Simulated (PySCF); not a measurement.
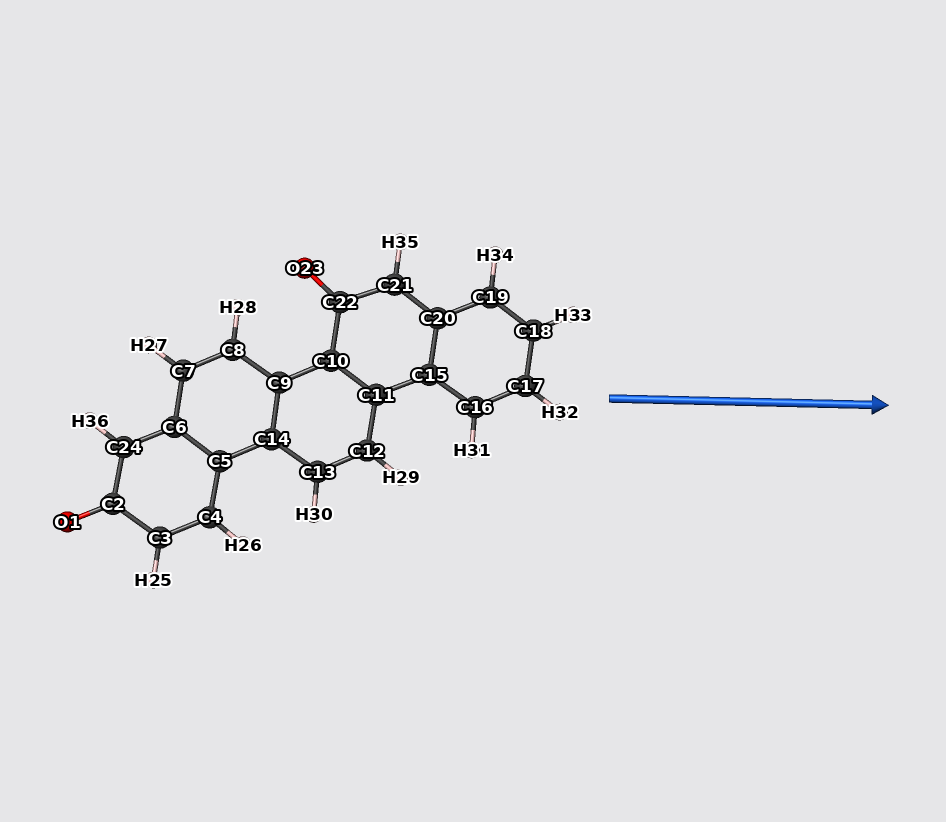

The arrow beside the molecule shows the direction of the dipole moment, from the negative to the positive end (its length means nothing). Computed geometry: GFN2-xTB optimisation. No frequency run is at hand to confirm it as a minimum. Level of theory: PBE/pcSseg-1, gas phase (PySCF 2.14.0).

How large is the dipole moment?

Answer. 7.15 D; it points from the side of O1 to the side of H33 (the outermost atoms at the two ends).
